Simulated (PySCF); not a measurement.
System: COS, singlet: collinear O-C-S surface. Scanned: O-C distance and C-S distance.

Cartesian coordinates as functions of the variables (Å; names that start with a are angles):
```
O  0  0  -r1
C  0  0  0
S  0  0  r2
```

Method: restricted B3LYP/3-21G (PySCF 2.14.0).

Energy in kJ/mol above the lowest grid point; x is the O-C distance (Å), y the C-S distance (Å).

```csv
y \ x,0.99,1.04,1.10,1.16,1.22,1.28,1.35,1.43,1.51,1.62,1.74
2.34,472.0,352.2,281.9,267.0,288.6,333.1,402.0,491.6,584.8,710.0,835.8
2.18,422.2,300.5,228.0,211.0,230.5,273.2,340.1,427.8,519.1,641.7,764.5
2.03,367.0,242.7,167.1,147.3,164.3,204.8,269.6,355.3,445.0,565.5,685.9
1.92,324.2,197.3,118.9,96.6,111.4,150.2,213.4,297.6,386.1,505.3,624.4
1.81,284.6,154.7,73.0,47.8,60.3,97.1,158.6,241.3,328.7,446.8,564.9
1.72,260.7,128.0,43.4,15.7,26.1,61.2,121.1,202.5,289.0,406.1,523.4
1.64,252.7,117.5,30.1,0.0,8.4,41.8,100.2,180.4,265.9,382.1,498.5
1.56,266.0,128.1,37.8,5.2,11.4,43.1,99.8,178.5,262.9,378.0,493.6
1.48,312.5,171.9,78.7,43.5,47.4,77.2,132.1,209.2,292.4,406.2,520.6
1.40,409.5,266.2,170.0,132.2,133.9,161.7,214.6,289.8,371.6,483.8,597.0
1.33,555.0,409.3,310.5,270.4,270.0,296.0,347.1,420.6,500.9,611.7,723.6
```

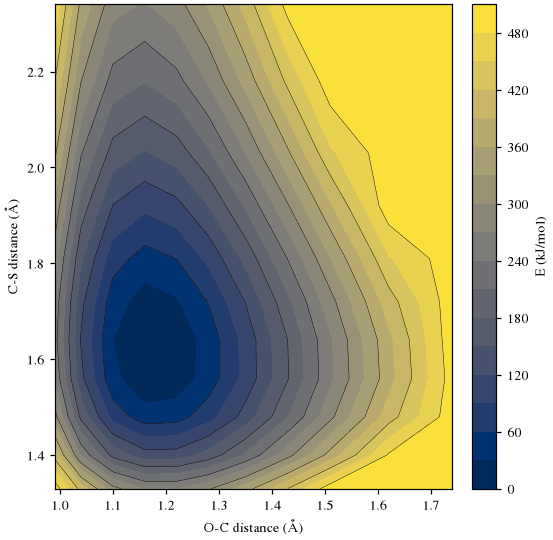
Fig. 1. Energy surface, cut off at 499 kJ/mol.

Points that lie below all their neighbours on the grid: x = 1.16, y = 1.64 (0.0 kJ/mol).
